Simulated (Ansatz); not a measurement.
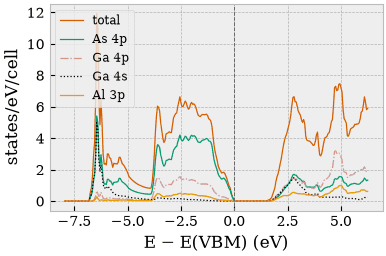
Total and projected density of states of AlGa₃As₄ in space group P-4m2 (No. 115; Pearson symbol tP8), the program Ansatz at the r²SCAN level (PAW)

Q: Which orbitals carry the states next to the gap?

A: Top 1 eV of the valence band: As 4p 78 %, Ga 4p 16 %. Bottom 1 eV of the conduction band: Ga 4p 24 %, Ga 4s 23 %, As 4p 17 %, As 4s 16 %, Al 3p 10 %, outside the projected shells 7 %. Projections are on Löwdin-orthogonalised atomic valence shells; empty p or d shells of many metals are not among them.

Q: Where is the tallest occupied peak in this window, and what makes it?

A: Near -6.4 eV, about 12 states/eV per cell; the largest projected share is As 4p.

The start of the workflow was typed in or built on a structure type; neither database checked (COD, Materials Project) lists it. Its standing as an ambient phase is unchecked. The cell was relaxed with r²SCAN under the symmetry of its start; whether a distortion lowers the energy is not shown. Scalar-relativistic: spin–orbit coupling is off unless named, which matters more the heavier the elements.

Potentials: the earlier of the program's two PAW sets.
